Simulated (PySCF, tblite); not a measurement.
# C₃H₇N₃Si: tautomers, NMR shifts, part 1 of 3

Aim: compute the tautomers, NMR shifts of C₃H₇N₃Si (`[SiH3]Cc1ncn[nH]1`).

Computed with tblite 0.8.0 and PySCF 2.14.0 and routines of our own; the level stands in each step. Atoms count from 0.

## Step 1: The system as given

14 atoms, charge 0, multiplicity 1; geometry from: start built from the parent or by distance geometry.

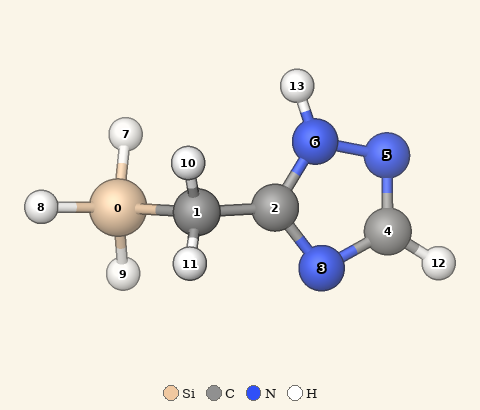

The starting geometry (silicon light orange, carbon grey, nitrogen blue, hydrogen white).

## Step 2: Optimising the geometry with GFN2-xTB

The job: settings as JSON, then the geometry in Å.

```
{"job": {"kind": "relax", "xc": "GFN2-xTB", "basis": "xTB"}, "charge": 0, "multiplicity": 1}
Si     2.104200    -0.613300    -0.347000
C      0.901200     0.755300     0.140500
C     -0.509700     0.390300     0.029700
N     -1.319000     0.652800    -1.019600
C     -2.521500     0.126100    -0.585900
N     -2.537300    -0.411600     0.614200
N     -1.253800    -0.217600     0.995000
H      1.858000    -1.794300     0.514400
H      3.497700    -0.177000    -0.107800
H      1.934300    -0.987000    -1.765200
H      1.111000     1.027800     1.195200
H      1.106900     1.629900    -0.443700
H     -3.420900     0.157300    -1.194300
H     -0.952500    -0.539600     1.915100
```

Run with:

```console
$ OMP_NUM_THREADS=1 python redox_run.py task.json out
```

This one command runs all jobs of the session in turn.

Log:

```text
step      E/eV     max force
  0    -557.28580    2.502
  1    -557.41373    1.013
  2    -557.42884    0.188
  3    -557.43167    0.125
  4    -557.43452    0.129
  5    -557.43626    0.149
  6    -557.43866    0.168
  7    -557.44061    0.170
  8    -557.44212    0.101
  9    -557.44298    0.078
 10    -557.44357    0.065
 11    -557.44417    0.088
 12    -557.44487    0.100
 13    -557.44558    0.066
 14    -557.44620    0.056
 15    -557.44673    0.057
 16    -557.44723    0.056
 17    -557.44770    0.053
 18    -557.44813    0.063
 19    -557.44858    0.064
 20    -557.44911    0.057
 21    -557.44968    0.065
 22    -557.45024    0.059
 23    -557.45076    0.057
 24    -557.45129    0.071
 25    -557.45188    0.081
 26    -557.45250    0.074
 27    -557.45306    0.048
 28    -557.45346    0.059
 29    -557.45371    0.039
 30    -557.45387    0.030
 31    -557.45400    0.031
 32    -557.45417    0.050
 33    -557.45439    0.057
 34    -557.45462    0.041
 35    -557.45478    0.031
 36    -557.45486    0.020
 37    -557.45492    0.025
 38    -557.45498    0.020
 39    -557.45503    0.018
 40    -557.45506    0.013
 41    -557.45508    0.011
 42    -557.45510    0.009
```

It took 0.83 s on 1 thread of Intel Xeon at 2.50GHz, shared host.

Step by step: (not every step is listed)

```
step  energy from step 0 (eV)  largest force (eV/Å)
   0                   0.0000                2.5022
   1                  -0.1279                1.0130
   2                  -0.1430                0.1883
   3                  -0.1459                0.1250
   4                  -0.1487                0.1288
   5                  -0.1505                0.1488
   6                  -0.1529                0.1683
   7                  -0.1548                0.1705
   8                  -0.1563                0.1014
  10                  -0.1578                0.0648
  12                  -0.1591                0.1005
  14                  -0.1604                0.0558
  16                  -0.1614                0.0563
  18                  -0.1623                0.0632
  20                  -0.1633                0.0570
  22                  -0.1644                0.0589
  24                  -0.1655                0.0714
  26                  -0.1667                0.0742
  28                  -0.1677                0.0593
  30                  -0.1681                0.0300
  32                  -0.1684                0.0499
  34                  -0.1688                0.0408
  36                  -0.1691                0.0205
  37                  -0.1691                0.0253
  38                  -0.1692                0.0197
  39                  -0.1692                0.0184
  40                  -0.1693                0.0130
  41                  -0.1693                0.0114
  42                  -0.1693                0.0087
```

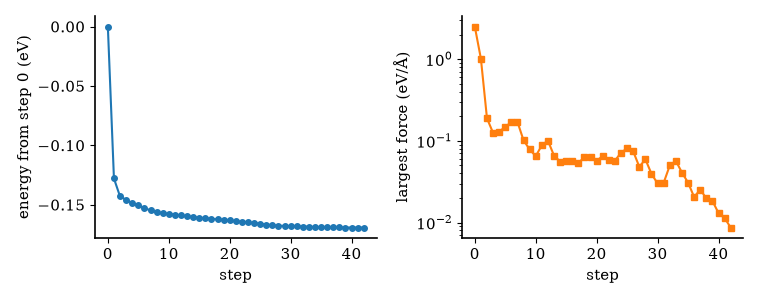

Energy and largest force along the relaxation.

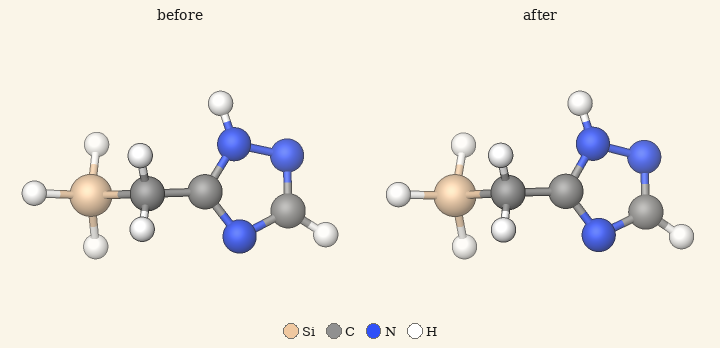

The geometry before (left) and after (right).

Close pairs (by a distance rule), those that changed most:

```
  bond  before (Å)  after (Å)  change (Å)
 C2–N3       1.351      1.316      -0.035
 N3–C4       1.383      1.349      -0.034
Si0–C1       1.886      1.917      +0.031
C1–H10       1.109      1.090      -0.019
Si0–H9       1.476      1.458      -0.019
Si0–H8       1.480      1.463      -0.017
C1–H11       1.072      1.088      +0.016
C4–H12       1.086      1.070      -0.016
```

The end geometry stands in the next job.

## Step 3: Vibrational analysis with GFN2-xTB

The job: settings as JSON, then the geometry in Å.

```
{"job": {"kind": "ir", "xc": "GFN2-xTB", "basis": "xTB"}, "charge": 0, "multiplicity": 1}
Si     2.029792    -0.641992    -0.356019
C      0.916706     0.817336     0.198298
C     -0.497994     0.444025     0.066545
N     -1.272491     0.639388    -0.979167
C     -2.446985     0.079026    -0.624648
N     -2.448740    -0.455219     0.570065
N     -1.199106    -0.224120     1.011446
H      1.721203    -1.789021     0.504512
H      3.418815    -0.228895    -0.156311
H      1.755654    -0.955358    -1.753046
H      1.133642     1.091464     1.230700
H      1.106597     1.682561    -0.433551
H     -3.305046     0.073680    -1.264333
H     -0.913404    -0.533820     1.926244
```

Log:

```text
mode    cm-1     km/mol
  1      39.3      2.17
  2     104.5      0.53
  3     109.7      0.31
  4     301.6      1.49
  5     317.1      2.41
  6     505.5     29.98
  7     518.4     33.88
  8     578.4     31.65
  9     654.1     49.04
 10     665.7      2.26
 11     732.5     17.40
 12     757.3     44.79
 13     763.2     78.24
 14     778.0    190.72
 15     786.9    377.26
 16     791.3    176.03
 17     859.5      0.90
 18     950.5     23.72
 19    1023.7     16.87
 20    1067.0     41.46
 21    1104.7     23.43
 22    1146.9      4.32
 23    1198.9     63.89
 24    1223.4     14.58
 25    1303.8     53.76
 26    1371.1     25.44
 27    1438.2     25.52
 28    1472.8    107.34
 29    1550.4     80.60
 30    2245.2    281.56
 31    2278.7    300.87
 32    2325.4    247.60
 33    2985.8     30.48
 34    3018.5     12.00
 35    3192.8     19.32
 36    3456.0      8.42
ZPE 260.886  H(298)-E 283.384  G(298)-E 176.888 kJ/mol  S 357.19 J/(mol K)
```

It took 1.5 s on 1 thread of Intel Xeon at 2.50GHz, shared host; peak memory 0.19 GiB.

The strongest bands and the atoms that carry them (share of the mass-weighted mode):

```
cm⁻¹  km/mol                                 atoms
 778   190.7                      H9 47 %, H7 35 %
 787   377.3             H7 37 %, H8 34 %, H9 13 %
 791   176.0  C1 21 %, H8 18 %, H10 17 %, H11 17 %
1473   107.3             C4 35 %, C2 22 %, N5 21 %
1550    80.6             C2 52 %, N3 18 %, C4 11 %
2245   281.6                               H7 97 %
2279   300.9                               H8 97 %
2325   247.6                               H9 97 %
```

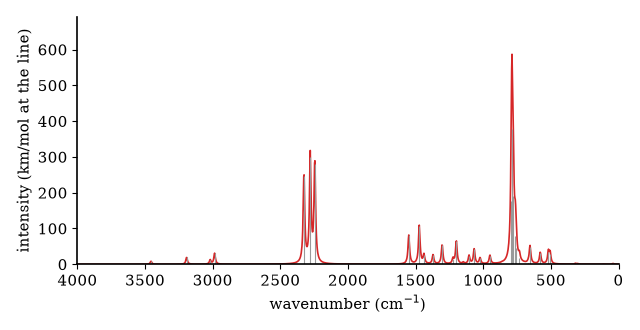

The infrared spectrum from these modes, unscaled. Lines are broadened to a width of 14 cm⁻¹ (Lorentzian).

## Step 4: Optimising the geometry at PBE0-D3(BJ)/def2-SVPD

The job, as its differences from that of step 3:

```diff
@@ -1,2 +1,2 @@
-{"job": {"kind": "ir", "xc": "GFN2-xTB", "basis": "xTB"}, "charge": 0, "multiplicity": 1}
+{"job": {"xc": "PBE0", "basis": "def2-SVPD", "d3": "d3bj", "grid": 1, "kind": "geom"}, "charge": 0, "multiplicity": 1}
 Si     2.029792    -0.641992    -0.356019
```

Log:

```text
step   0  E = -571.55413505  max force = 0.014648
step   1  E = -571.55635468  max force = 0.003009
step   2  E = -571.55642394  max force = 0.000745
step   3  E = -571.55643997  max force = 0.000469
step   4  E = -571.55645849  max force = 0.000306
step   5  E = -571.55647827  max force = 0.000230
step   6  E = -571.55649578  max force = 0.000079
step   7  E = -571.55652673  max force = 0.000221
step   8  E = -571.55652961  max force = 0.000297
optimisation converged
```

Wall time 4.9 min (1 thread of Intel Xeon at 2.50GHz, shared host); peak memory 0.8 GiB.

Relaxation path:

```
step  energy from step 0 (eV)  largest force component (eV/Å)
   0                   0.0000                          0.7532
   1                  -0.0604                          0.1547
   2                  -0.0623                          0.0383
   3                  -0.0627                          0.0241
   4                  -0.0632                          0.0157
   5                  -0.0638                          0.0118
   6                  -0.0642                          0.0041
   7                  -0.0651                          0.0114
   8                  -0.0652                          0.0153
```

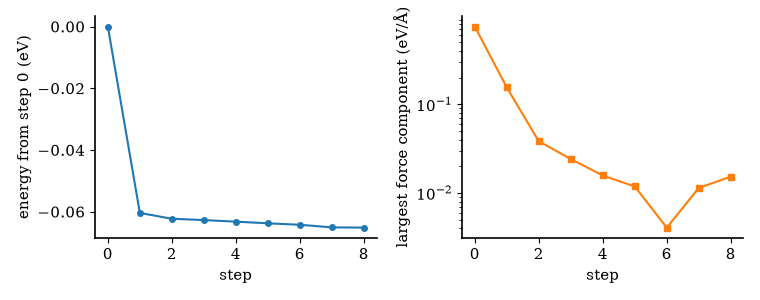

Energy and force, step by step.

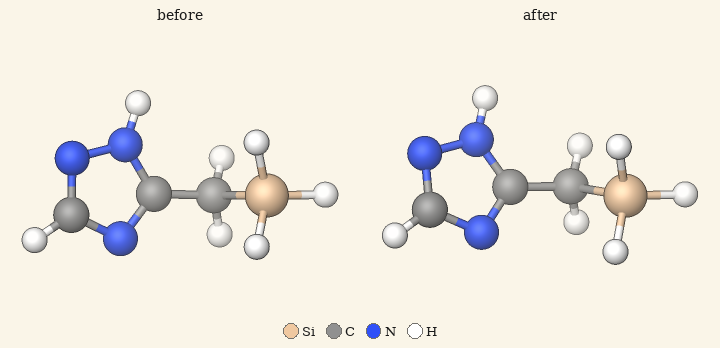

The geometry before (left) and after (right).

Distances of close pairs at the start and the end, largest changes first:

```
  bond  before (Å)  after (Å)  change (Å)
Si0–H8       1.463      1.494      +0.031
Si0–H9       1.458      1.488      +0.030
Si0–H7       1.467      1.493      +0.027
C4–H12       1.070      1.088      +0.017
Si0–C1       1.917      1.904      -0.013
 C1–C2       1.469      1.482      +0.013
C1–H11       1.088      1.100      +0.012
C1–H10       1.090      1.100      +0.010
```

The next job starts from the end point, and lists it.

```
                         at the end point                value
  point group (found at 0.08 Å tolerance)                   C1
rotational constants (GHz, main isotopes)  5.948, 1.278, 1.191
                        dipole moment (D)                 3.06
```

## Step 5: Single point (C₃H₇N₃Si): PBE0-D3(BJ)/def2-TZVP

Geometry: PBE0-D3(BJ)/def2-SVPD.

The job: settings as JSON, then the geometry in Å.

```
{"job": {"kind": "sp", "xc": "PBE0", "basis": "def2-TZVP", "d3": "d3bj", "grid": 2}, "charge": 0, "multiplicity": 1}
Si     2.072544    -0.565167    -0.443101
C      0.909744     0.754820     0.285072
C     -0.515602     0.388952     0.105971
N     -1.197035     0.393647    -1.026362
C     -2.421650    -0.060215    -0.662013
N     -2.544017    -0.350805     0.616788
N     -1.322339    -0.062760     1.090021
H      1.834097    -1.860032     0.261866
H      3.487866    -0.141589    -0.223109
H      1.811357    -0.728722    -1.899037
H      1.146901     0.897765     1.349692
H      1.104655     1.707462    -0.229035
H     -3.248413    -0.179386    -1.358556
H     -1.115931    -0.186806     2.070565
```

Log:

```text
coarse grid: 12408 points
cycle   1  E = -571.9118106143  dE =  1.099e+00  |g| = 4.572e-01  |ddm| = 2.911e+00
cycle   2  E = -571.8516058231  dE =  6.020e-02  |g| = 7.117e-01  |ddm| = 9.703e-01
cycle   3  E = -571.9591882726  dE = -1.076e-01  |g| = 1.135e-01  |ddm| = 6.007e-01
cycle   4  E = -571.9612863675  dE = -2.098e-03  |g| = 5.391e-02  |ddm| = 9.568e-02
cycle   5  E = -571.9618901922  dE = -6.038e-04  |g| = 1.636e-02  |ddm| = 4.325e-02
cycle   6  E = -571.9619387698  dE = -4.858e-05  |g| = 6.169e-03  |ddm| = 1.337e-02
cycle   7  E = -571.9619474709  dE = -8.701e-06  |g| = 1.458e-03  |ddm| = 5.123e-03
final grid: 116136 points
cycle   8  E = -571.9467197718  dE = -4.966e-05  |g| = 6.846e-03  |ddm| = 6.112e-02
cycle   9  E = -571.9467140463  dE =  5.725e-06  |g| = 8.378e-03  |ddm| = 1.266e-02
cycle  10  E = -571.9467299943  dE = -1.595e-05  |g| = 1.213e-03  |ddm| = 6.737e-03
cycle  11  E = -571.9467303068  dE = -3.124e-07  |g| = 3.796e-04  |ddm| = 1.135e-03
cycle  12  E = -571.9467303364  dE = -2.960e-08  |g| = 1.391e-04  |ddm| = 3.377e-04
cycle  13  E = -571.9467303400  dE = -3.636e-09  |g| = 3.046e-05  |ddm| = 8.491e-05
converged SCF energy = -571.9467303400
```

Wall time 44 s (1 thread of Intel Xeon at 2.50GHz, shared host); peak memory 0.83 GiB.

## Step 6: Single point (C₃H₇N₃Si): PBE0-D3(BJ)/def2-TZVP in toluene

Geometry: PBE0-D3(BJ)/def2-SVPD.

The job, as its differences from that of step 5:

```diff
@@ -1,2 +1,2 @@
-{"job": {"kind": "sp", "xc": "PBE0", "basis": "def2-TZVP", "d3": "d3bj", "grid": 2}, "charge": 0, "multiplicity": 1}
+{"job": {"kind": "sp", "xc": "PBE0", "basis": "def2-TZVP", "d3": "d3bj", "grid": 2, "solvent": "toluene"}, "charge": 0, "multiplicity": 1}
 Si     2.072544    -0.565167    -0.443101
```

Log:

```text
final grid: 116136 points
cycle   1  E = -571.9536062936  dE = -3.448e-04  |g| = 2.918e-02  |ddm| = 1.496e-01
cycle   2  E = -571.9532575761  dE =  3.487e-04  |g| = 5.046e-02  |ddm| = 6.752e-02
cycle   3  E = -571.9538204925  dE = -5.629e-04  |g| = 3.700e-03  |ddm| = 3.393e-02
cycle   4  E = -571.9538233303  dE = -2.838e-06  |g| = 1.472e-03  |ddm| = 3.826e-03
cycle   5  E = -571.9538237225  dE = -3.922e-07  |g| = 6.333e-04  |ddm| = 1.654e-03
cycle   6  E = -571.9538238121  dE = -8.958e-08  |g| = 1.862e-04  |ddm| = 6.266e-04
cycle   7  E = -571.9538238200  dE = -7.864e-09  |g| = 3.513e-05  |ddm| = 1.725e-04
converged SCF energy = -571.9538238200
```

It took 39 s on 1 thread of Intel Xeon at 2.50GHz, shared host; peak memory 0.86 GiB.

## Step 7: Single point (C3H7N3Si): PBE0-D3(BJ)/def2-TZVP in water

Geometry: PBE0-D3(BJ)/def2-SVPD.

The job, as its differences from that of step 6:

```diff
@@ -1,2 +1,2 @@
-{"job": {"kind": "sp", "xc": "PBE0", "basis": "def2-TZVP", "d3": "d3bj", "grid": 2, "solvent": "toluene"}, "charge": 0, "multiplicity": 1}
+{"job": {"kind": "sp", "xc": "PBE0", "basis": "def2-TZVP", "d3": "d3bj", "grid": 2, "solvent": "water"}, "charge": 0, "multiplicity": 1}
 Si     2.072544    -0.565167    -0.443101
```

Log:

```text
final grid: 116136 points
cycle   1  E = -571.9619961882  dE = -1.998e-03  |g| = 5.330e-02  |ddm| = 3.039e-01
cycle   2  E = -571.9610591958  dE =  9.370e-04  |g| = 8.722e-02  |ddm| = 1.283e-01
cycle   3  E = -571.9626935198  dE = -1.634e-03  |g| = 5.688e-03  |ddm| = 5.749e-02
cycle   4  E = -571.9626998269  dE = -6.307e-06  |g| = 2.720e-03  |ddm| = 6.205e-03
cycle   5  E = -571.9627011426  dE = -1.316e-06  |g| = 1.340e-03  |ddm| = 4.151e-03
cycle   6  E = -571.9627015344  dE = -3.918e-07  |g| = 4.361e-04  |ddm| = 1.527e-03
cycle   7  E = -571.9627015769  dE = -4.258e-08  |g| = 5.752e-05  |ddm| = 3.865e-04
cycle   8  E = -571.9627015777  dE = -7.810e-10  |g| = 2.101e-05  |ddm| = 8.677e-05
converged SCF energy = -571.9627015777
```

Run time: 45 s. Hardware: 1 thread of Intel Xeon at 2.50GHz, shared host; peak memory 0.87 GiB.

## Step 8: Geometry optimisation with GFN2-xTB

This step treats C3H7N3Si, `[SiH3]Cc1nc[nH]n1`.

The job: settings as JSON, then the geometry in Å.

```
{"job": {"kind": "relax", "xc": "GFN2-xTB", "basis": "xTB"}, "charge": 0, "multiplicity": 1}
Si    -2.238800     0.411900    -0.210600
C     -0.980300    -0.837800     0.197600
C      0.438400    -0.359300     0.106100
N      1.059800     0.305000     1.110700
C      2.252000     0.521300     0.649900
N      2.317200     0.033900    -0.634900
N      1.170800    -0.532000    -1.002800
H     -3.600000    -0.167900    -0.054600
H     -2.198000     1.594600     0.693100
H     -2.150800     0.885500    -1.607000
H     -1.140300    -1.198800     1.240400
H     -1.108400    -1.732700    -0.421400
H      3.064600     1.026600     1.150100
H      3.112300     0.048700    -1.285900
```

Log:

```text
step      E/eV     max force
  0    -557.16244    2.674
  1    -557.36212    0.674
  2    -557.37795    0.325
  3    -557.38398    0.187
  4    -557.38743    0.111
  5    -557.38897    0.098
  6    -557.39034    0.087
  7    -557.39117    0.078
  8    -557.39174    0.071
  9    -557.39216    0.053
 10    -557.39254    0.045
 11    -557.39292    0.068
 12    -557.39337    0.068
 13    -557.39389    0.069
 14    -557.39442    0.069
 15    -557.39494    0.052
 16    -557.39547    0.074
 17    -557.39604    0.060
 18    -557.39660    0.075
 19    -557.39715    0.079
 20    -557.39775    0.078
 21    -557.39840    0.082
 22    -557.39903    0.066
 23    -557.39959    0.064
 24    -557.40018    0.070
 25    -557.40086    0.094
 26    -557.40152    0.078
 27    -557.40197    0.053
 28    -557.40221    0.037
 29    -557.40238    0.039
 30    -557.40254    0.037
 31    -557.40265    0.021
 32    -557.40271    0.019
 33    -557.40274    0.016
 34    -557.40277    0.015
 35    -557.40280    0.015
 36    -557.40283    0.015
 37    -557.40286    0.014
 38    -557.40288    0.010
 39    -557.40290    0.009
```

It took 0.66 s on 1 thread of Intel Xeon at 2.50GHz, shared host.

Along the way: (not every step is listed)

```
step  energy from step 0 (eV)  largest force (eV/Å)
   0                   0.0000                2.6744
   1                  -0.1997                0.6735
   2                  -0.2155                0.3246
   3                  -0.2215                0.1866
   4                  -0.2250                0.1114
   5                  -0.2265                0.0981
   6                  -0.2279                0.0873
   7                  -0.2287                0.0776
   8                  -0.2293                0.0714
  10                  -0.2301                0.0452
  12                  -0.2309                0.0677
  14                  -0.2320                0.0687
  16                  -0.2330                0.0739
  18                  -0.2342                0.0752
  20                  -0.2353                0.0777
  22                  -0.2366                0.0661
  24                  -0.2377                0.0695
  26                  -0.2391                0.0776
  28                  -0.2398                0.0371
  30                  -0.2401                0.0368
  32                  -0.2403                0.0190
  34                  -0.2403                0.0151
  35                  -0.2404                0.0153
  36                  -0.2404                0.0151
  37                  -0.2404                0.0140
  38                  -0.2404                0.0103
  39                  -0.2405                0.0094
```

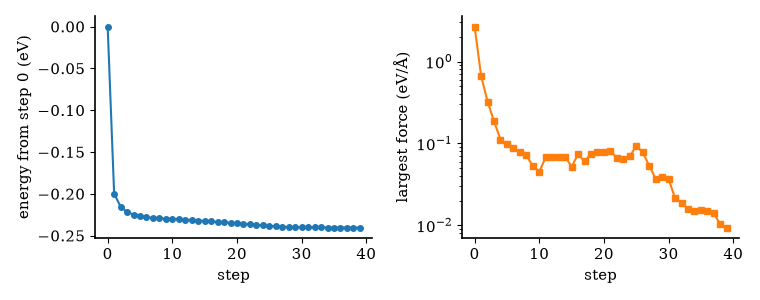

Energy and force, step by step.

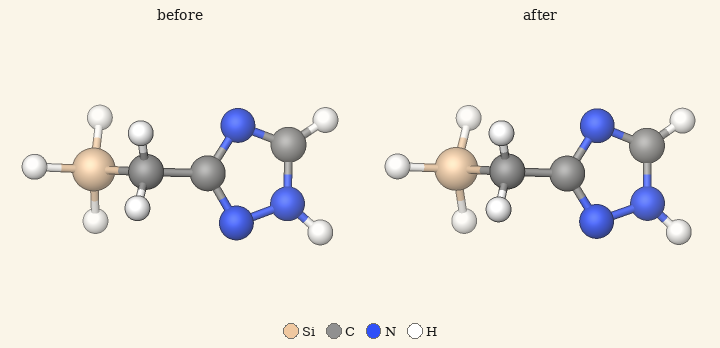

The geometry before (left) and after (right).

Close pairs (by a distance rule), those that changed most:

```
  bond  before (Å)  after (Å)  change (Å)
Si0–C1       1.820      1.911      +0.091
 C4–N5       1.376      1.345      -0.030
 C1–C2       1.500      1.470      -0.030
Si0–H8       1.489      1.461      -0.028
C1–H10       1.115      1.089      -0.026
 C2–N6       1.340      1.317      -0.023
Si0–H7       1.488      1.465      -0.023
N5–H13       1.028      1.007      -0.020
```

The final coordinates are the input of the step that follows.

## Step 9: Harmonic vibrations with GFN2-xTB

The job: settings as JSON, then the geometry in Å.

```
{"job": {"kind": "ir", "xc": "GFN2-xTB", "basis": "xTB"}, "charge": 0, "multiplicity": 1}
Si    -2.213647     0.460993    -0.209464
C     -0.981110    -0.930297     0.235546
C      0.397435    -0.431780     0.120910
N      1.015583     0.264768     1.112396
C      2.184822     0.559237     0.609703
N      2.284594     0.070315    -0.639740
N      1.142331    -0.563721    -0.957174
H     -3.565137    -0.086165    -0.068597
H     -2.025814     1.592998     0.695613
H     -1.980255     0.878941    -1.592336
H     -1.153520    -1.261289     1.258279
H     -1.111228    -1.775332    -0.438123
H      2.961554     1.104906     1.104855
H      3.043036     0.115481    -1.301089
```

Log:

```text
mode    cm-1     km/mol
  1      35.4      1.20
  2     105.8      0.19
  3     106.2      2.25
  4     309.4     15.76
  5     318.7     13.94
  6     502.6     31.84
  7     519.2     34.15
  8     567.8     44.48
  9     635.5     24.87
 10     673.9      3.21
 11     750.5     13.91
 12     763.5     71.21
 13     769.8     16.01
 14     783.5    402.53
 15     789.6    238.45
 16     797.5    138.29
 17     817.2     11.22
 18     945.0      3.57
 19     998.0      6.12
 20    1071.7     70.16
 21    1089.8     24.21
 22    1137.6      6.67
 23    1200.5     35.72
 24    1219.6     73.68
 25    1337.5     48.75
 26    1369.4     12.37
 27    1423.2     12.60
 28    1470.6     38.90
 29    1539.1    160.79
 30    2257.0    342.72
 31    2271.2    297.18
 32    2288.9    230.98
 33    3004.1     19.67
 34    3008.4     24.04
 35    3178.7     14.66
 36    3453.4     13.20
ZPE 260.246  H(298)-E 282.786  G(298)-E 176.161 kJ/mol  S 357.62 J/(mol K)
```

Run time: 1.3 s. Hardware: 1 thread of Intel Xeon at 2.50GHz, shared host; peak memory 0.66 GiB.

Which atoms move in the most intense modes:

```
cm⁻¹  km/mol                                 atoms
 784   402.5   H9 27 %, H8 25 %, Si0 18 %, H7 11 %
 790   238.4             H8 35 %, H9 35 %, H7 25 %
 798   138.3  C1 25 %, H10 21 %, H11 20 %, H7 15 %
1220    73.7            N5 30 %, N6 25 %, H12 20 %
1539   160.8    C2 49 %, N6 17 %, C4 13 %, N3 13 %
2257   342.7                               H7 97 %
2271   297.2                               H9 95 %
2289   231.0                               H8 96 %
```

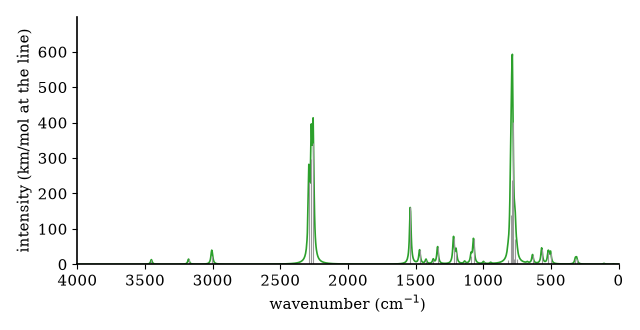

The infrared spectrum from these modes, unscaled. Lines are broadened to a width of 14 cm⁻¹ (Lorentzian).

(Continued in part 2 of 3.)
